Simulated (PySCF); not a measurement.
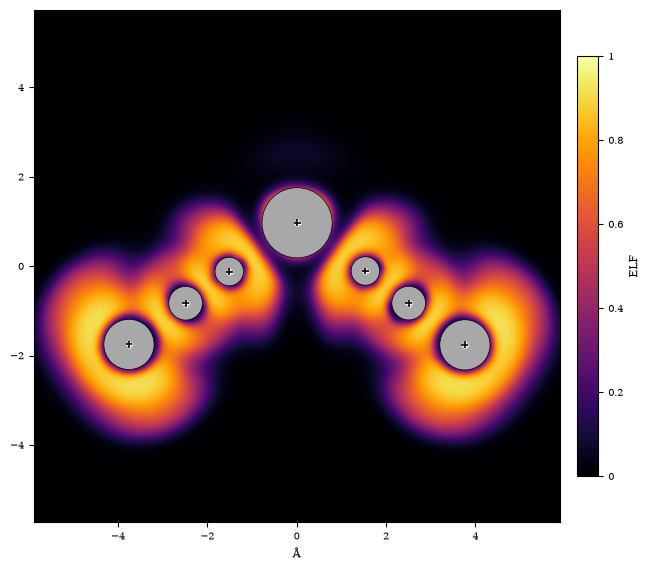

The ELF on a plane through atoms (crosses mark nuclei in the plane; grey discs cover the cores).

The calculation used wB97X-D/def2-SVPD, SCF density, gas phase in PySCF 2.14.0.

Candidates:
A. C8H20Cl2N2Ti
B. C4N4S4Ti (SMILES S=C=[N][Ti]([N]=C=S)([N]=C=S)[N]=C=S)

Which candidate gave the map?

Answer. Candidate B: C4N4S4Ti on the plane of atoms N5, Ti1 and N11, which holds Ti, N, C and S. C–N (1.21 Å): the ELF peaks at about 0.90 between the atoms (a multiple bond). C–S (1.57 Å): the ELF peaks at about 0.90 between the atoms (a covalent bond).
